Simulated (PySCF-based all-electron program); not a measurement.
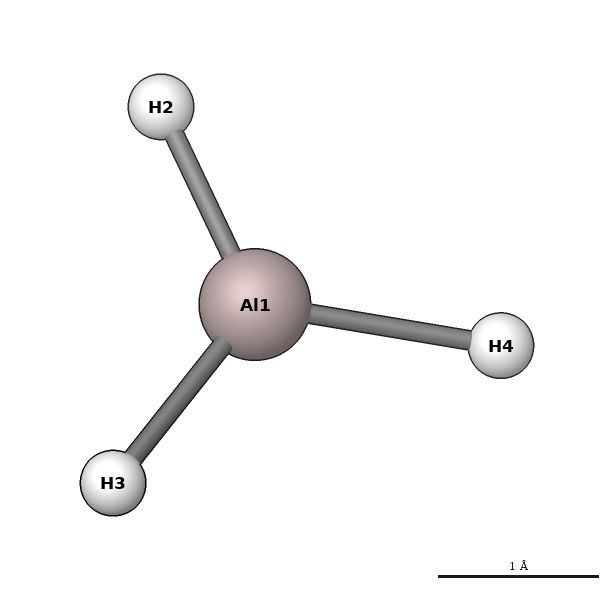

(Drawn from a calculation with PySCF-based all-electron program.)

The view is orthographic, and the bar gives the scale. Geometry: a fixed input geometry, not necessarily a minimum.

Reconstruct the coordinates (Å) as seen: x to the right, y up, z towards the viewer, origin at the mean of the atomic positions.

```xyz
4
AlH3
Al  -0.02   0.03  -0.01
H   -0.60   1.27  -0.40
H   -0.90  -1.08   0.67
H    1.52  -0.22  -0.26
```
